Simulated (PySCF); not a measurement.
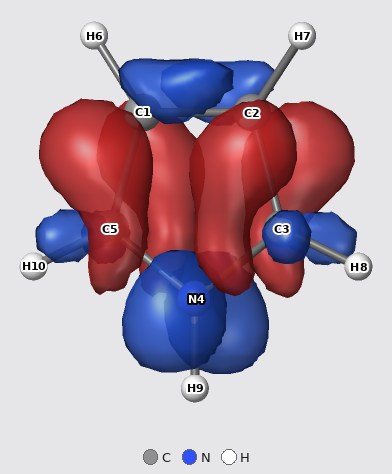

Figure 1: C4H5N, SMILES `c1cc[nH]c1`. Unrelaxed difference density of T₁ less the ground state (full linear response triplet states), ±0.02 e/Å³; blue: gain, red: loss.

PySCF calculation, CAM-B3LYP/6-31G*, gas phase; geometry: GFN2-xTB. No frequency check shows the geometry to be a minimum. Without diffuse functions Rydberg states are missing, so the states' numbers hold for this basis only.

The calculation's input:

```python
import numpy as np
from pyscf import gto, scf, dft, tdscf
from pyscf.scf import atom_ks, atom_hf
from scipy.linalg import block_diag

def solve(mol, dm0=None, hcore=None):
    mf = (dft.UKS if mol.spin else dft.RKS)(mol, xc='camb3lyp')
    mf.grids.level = 3
    mf = mf.density_fit(auxbasis='def2-universal-jkfit')
    mf.conv_tol, mf.max_cycle = 1e-8, 80
    if hcore is not None:
        mf.get_hcore = lambda *args: hcore
    mf.kernel(dm0)
    if not mf.converged:
        mf = mf.newton().run(mf.mo_coeff, mf.mo_occ, max_cycle=30)
    assert mf.converged, 'SCF not converged'
    return mf

mol = gto.M(atom='''
C     -0.97474    -0.70671     0.00000
C     -0.97781     0.70254     0.00000
C      0.32748     1.10913     0.00000
N      1.11535     0.00230     0.00000
C      0.33230    -1.10762     0.00000
H     -1.83601    -1.34498     0.00000
H     -1.84185     1.33705     0.00000
H      0.74825     2.09540     0.00000
H      2.12135     0.00448     0.00000
H      0.75737    -2.09204     0.00000
''', basis='6-31g*', charge=0, spin=0, verbose=4)
mf = solve(mol)
td = mf.TDDFT()
td.nstates, td.singlet, td.conv_tol = 6, False, 1e-5
td.kernel()
td.analyze()
x, y = np.array([p[0] for p in td.xy]), np.array([p[1] + 0 * p[0] for p in td.xy])
f, mu = np.zeros(len(td.e)), np.zeros((len(td.e), 3))
nto = [td.get_nto(state=i + 1, verbose=4) for i in range(len(td.e))]
# spherically averaged free atoms, for the promolecule
atm = atom_ks.get_atm_nrks(mol, xc='camb3lyp')
pro = block_diag(*[(atm[a[0]][2] * atm[a[0]][3]) @ atm[a[0]][2].T for a in mol._atom])
np.savez('result.npz', e=td.e, f=f, ok=td.converged, w=[n[0] for n in nto], nto=[n[1] for n in nto], x=x, y=y, c=mf.mo_coeff, occ=mf.mo_occ, eps=mf.mo_energy, pro=pro, mu=mu)
```

Launched as:

```sh
OMP_NUM_THREADS=1 python input.py
```

The run took 110 s on 1 thread of Intel(R) Xeon(R) 6975P-C (Granite Rapids), on a shared host, peak memory 0.59 GiB.

How does the charge move on excitation?

Answer. 0.32 e is displaced in all, of which about 0.2 e passes between atoms: C3 and C5 (0.04 e each) lose electrons and N4 (0.13 e) gains them. The state: 4.16 eV (298 nm), spin-forbidden from the singlet ground state, π → π*; the leading pair carries 91 %; hole on C3 and C5 (28 % each), C1 and C2 (16 % each) and N4 (5 %), electron on C3 and C5 (24 % each), N4 (18 %) and C1 and C2 (12 % each); their centroids lie 0.2 Å apart.
